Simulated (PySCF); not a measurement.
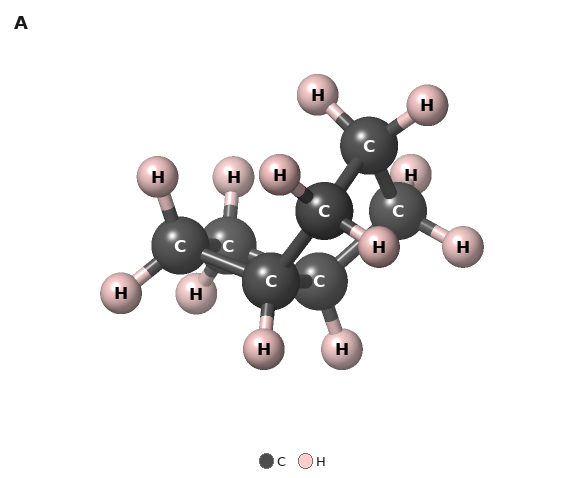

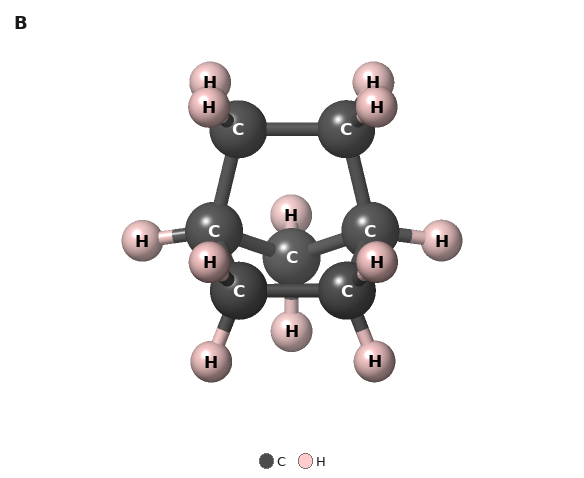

2 stationary structures of one formula. Geometries: PBE0-D3(BJ)/def2-SVP. Electronic energies: PBE0-D3(BJ)/def2-SVP (PySCF 2.14.0), without zero-point energy. No frequency run is at hand to confirm each as a minimum.

Which structure is the most stable?

Answer. B is lowest; A lies 59.3 kJ/mol above it. A is `C1C[C@@H]2CC[C@@H]2C1`, B is `C1C[C@H]2CC[C@@H]1C2`.
